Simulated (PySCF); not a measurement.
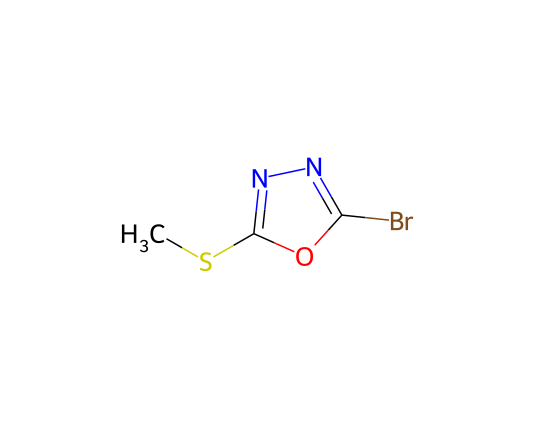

The computed structure is the end point of a GFN2-xTB optimisation. No frequency run is at hand to confirm it as a minimum. Level of theory: CAM-B3LYP/def2-SVPD, gas phase (PySCF 2.14.0). Excitations: vertical, linear response.

Give the HOMO energy (Kohn–Sham orbital) at this level.

Answer. −8.23 eV.

Estimate the mean static polarisability.

Answer. 94.5 bohr³.

Estimate the LUMO energy (Kohn–Sham orbital).

Answer. 0.26 eV.

Estimate the dipole moment.

Answer. 2.20 D.

The geometry is semi-empirical. Around Br such bond lengths and angles can be off by a tenth of an ångström or more and by several degrees, and values that hang on the shape move with them.
